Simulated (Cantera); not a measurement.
Input: 1 mol Nb, 8.2 mol O2, 7.2 mol N2, equilibrated at 100000 Pa.

Equilibrium computed with Cantera from the NASA thermochemical tables; the gas is ideal and each condensed phase is pure. Candidate condensed phases: Nb, NbO, NbO2, Nb2O5; 12 gas species. Condensed phases not in the tables: the oxides between NbO2 and Nb2O5. Rates play no part.

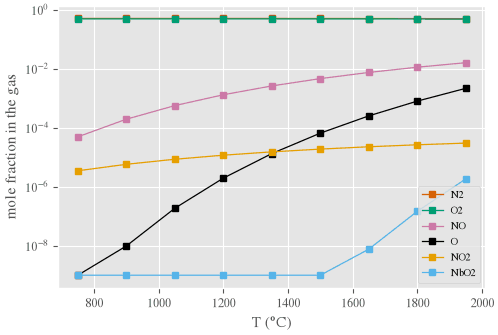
Fig. 1. Equilibrium gas composition (values under 1e-9 drawn at 1e-9)

From 750 °C to 1500 °C the condensed part is Nb2O5(s). From 1650 °C to 1950 °C the condensed part is Nb2O5(l).
